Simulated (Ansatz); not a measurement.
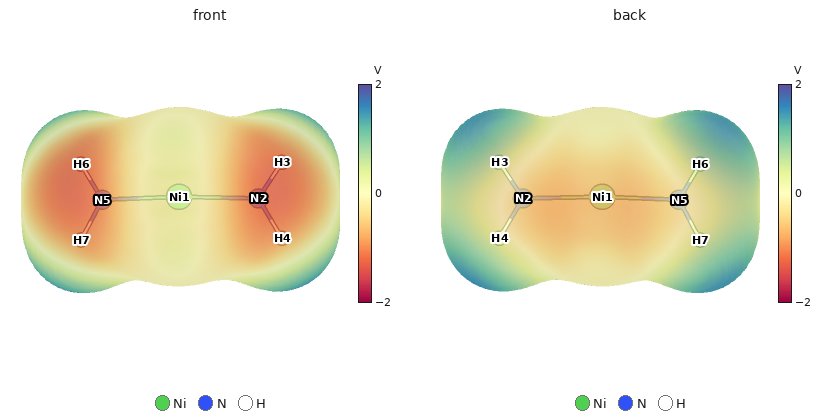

The picture shows: H4N2Ni (Ni(NH2)2). The molecular electrostatic potential painted on the density surface at 0.002 e/bohr³, seen from the front and from behind; red is negative and blue positive.

Geometry: r2SCAN-D4/def2-TZVP.

Computed with Ansatz, RKS PBE0-D4/def2-TZVP.

Input file:

```
crystal:
  periodic: [false, false, false]
  atoms:
    - {symbol: Ni, position_ang: [-0.357020, 0.416468, 0.008381]}
    - {symbol: N, position_ang: [-0.086995, 0.085166, 1.681497]}
    - {symbol: H, position_ang: [0.772385, 0.339785, 2.161356]}
    - {symbol: H, position_ang: [-0.476396, -0.727636, 2.151971]}
    - {symbol: N, position_ang: [-0.104398, 0.138114, -1.677078]}
    - {symbol: H, position_ang: [0.749241, 0.409202, -2.158170]}
    - {symbol: H, position_ang: [-0.496826, -0.661088, -2.167956]}
basis:
  gaussian: {orbitals: def2-TZVP, initial_orbitals: start.molden}
hamiltonian: {xc: pbe0, dispersion: d4}
scf: {omitted_lower_state_checks: [starts]}
output: {orbitals: {seedname: orbitals}}
```

Command:

```sh
ansatz run in.yaml --threads 4 --pin off --events-out ev --progress --plain --max-ram 3916MiB
```

Where is the surface potential most negative and most positive?

Answer. The most negative region (about −1.3 V, or −30 kcal/mol for a unit charge) lies over N2 and N5, the most positive (about +1.5 V, or +35 kcal/mol for a unit charge) over H3, H4, H6 and H7.
